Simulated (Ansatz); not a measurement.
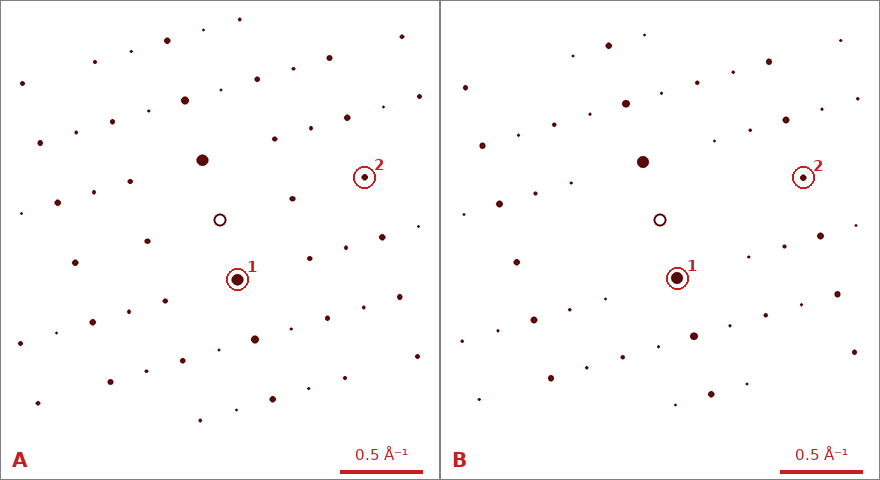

Kinematic electron diffraction patterns (300 kV, B = 0.5 Å², same scale) along [110] of the run's own cell, for the start and the end of one relaxation of Mg2H3 with DFT PBE, scalar-relativistic, plane waves, PAW in Ansatz. k mesh 12×12×12. The start is a generated model structure, and the relaxation ends in the nearest stationary point of its symmetry, not necessarily the ground state. Spot 1 is -1 1 0 and spot 2 is 0 0 4 in both.

Start structure:

```
Mg H
1.0
     2.61721    1.51104    4.76371
    -2.61721    1.51104    4.76371
     0.00000   -3.02209    4.76371
Mg H
4 6
Direct
  0.85218 0.85218 0.85218
  0.64782 0.64782 0.64782
  0.14782 0.14782 0.14782
  0.35218 0.35218 0.35218
  0.05625 0.44375 0.75000
  0.75000 0.05625 0.44375
  0.44375 0.75000 0.05625
  0.94375 0.55625 0.25000
  0.25000 0.94375 0.55625
  0.55625 0.25000 0.94375
```

Which pattern belongs to the start structure, and which to the relaxed one?

A is the start: its cell gives d(1) = 2.617 Å, d(2) = 1.080 Å and an angle of 90.0°. B is the relaxed structure, with d(1) = 2.690 Å (+2.8 %), d(2) = 1.092 Å (+1.1 %) and 90.0°.

Name reflections whose intensity changes strongly on relaxation.

0 0 2 fades out of sight.

Summarise the relaxation behind the change.

The volume changed by -7.5 % to 10.46 Å³ an atom; with the mean shift removed, the atoms moved by up to 0.21 Å relative to the cell (Mg most); the space group stayed R-3c (No. 167); the free energy fell by 34 meV an atom. Relaxed cell: a = 5.203 Å, b = 5.203 Å, c = 5.203 Å, α = 62.26°, β = 62.26°, γ = 62.26°.
